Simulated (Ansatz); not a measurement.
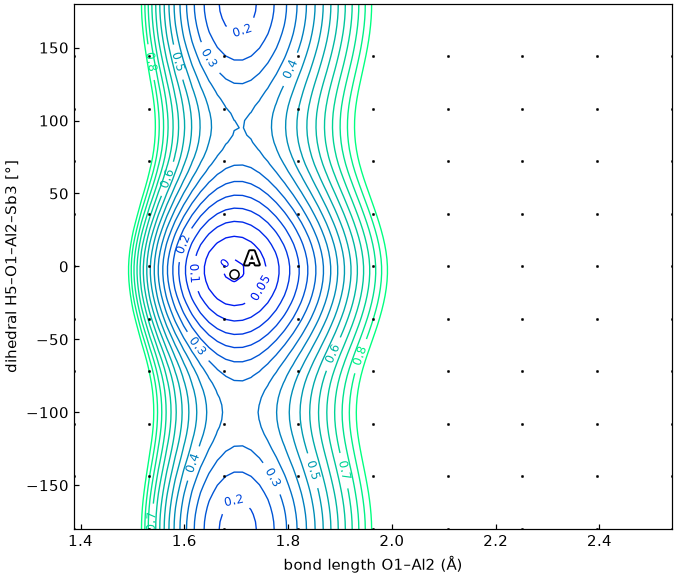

AlClH₃OSb, SMILES [OH][AlH][SbH][Cl]. First axis: bond length O1–Al2. Second axis: dihedral H5–O1–Al2–Sb3. Nothing is relaxed (all other coordinates rigid). Grid: 9 × 10 points. Energies: eV, counted from the lowest grid point. The reference is spin-restricted, which grows unreliable where a bond is stretched far. The calculation used RKS CAM-B3LYP-D4/def2-SVP (Ansatz 0.2.0).

Drawn: contour lines labelled in eV (none above 0.85), dots at the grid points, the point A. Between grid points the surface is interpolated.

What is the easiest way out of the well at A, and how high is the barrier?

The easiest path leads from the well at bond length O1–Al2 = 1.676 Å, dihedral H5–O1–Al2–Sb3 = 0° to the well at bond length O1–Al2 = 1.676 Å, dihedral H5–O1–Al2–Sb3 = −180°, about 0.19 eV higher. Its highest point lies about 0.34 eV above the bottom of the first well on the interpolated surface, at about bond length O1–Al2 = 1.71 Å, dihedral H5–O1–Al2–Sb3 = −100°. Seen from the upper well the barrier is about 0.15 eV. The start is the relaxed structure and all else is held, so a fully relaxed path at this level can only be lower.

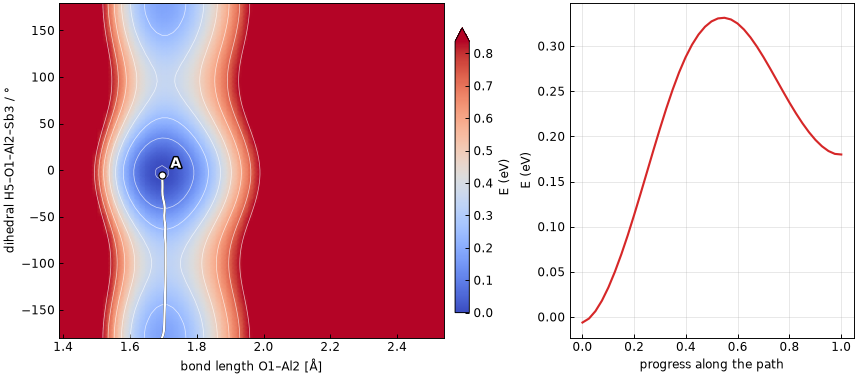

The picture shows a smooth colour map with a few white contour lines, a line along the lowest path, one colour for all values above the top of the scale, the energy along the path at the right. Between grid points the surface is interpolated.
